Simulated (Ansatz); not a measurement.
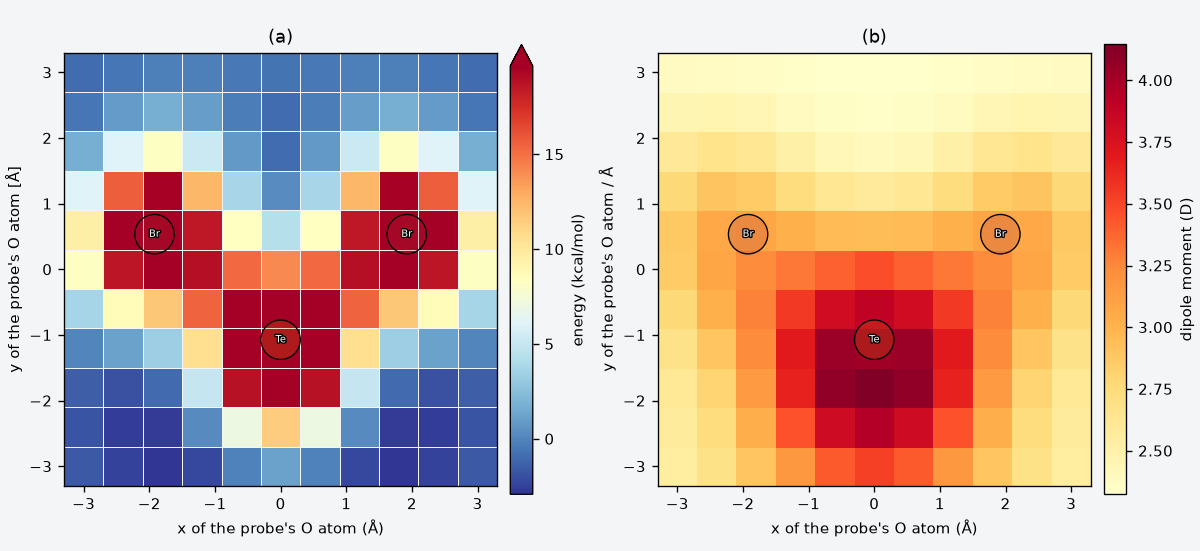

Br₂Te with the probe H2O. The probe is moved over a plane parallel to the molecule's main plane, 2.30 Å above it. First axis: x of the probe's O atom. Second axis: y of the probe's O atom. Nothing is relaxed (molecule and probe rigid, the probe upright with O nearest the plane). The scan uses an 11 × 11 grid; 66 points were computed and 55 follow by symmetry. Points are written as (first, second). All energies are given in kcal/mol relative to molecule and probe far apart, each relaxed in its own basis (no counterpoise correction). These are results of Ansatz 0.2.0, RKS PBE0-D4/def2-SVPD, not measurements.

Panel (a) is the energy; panel (b) is the computed dipole moment, in D.

The picture shows one coloured cell a grid point, labelled circles for the molecule's atoms, projected on the plane, one colour for all values above the top of the scale.

How does the dipole moment vary over the map, and what is it at the lowest grid point?

Answer. Leaving out the highest fifth of the energies, it runs from 2.32 D at (0.0 Å, 3.0 Å) to 3.95 D at (0.0 Å, −2.4 Å). At the lowest grid point, (−1.8 Å, −3.0 Å), it is 2.89 D. That point lies on the edge of the scan.
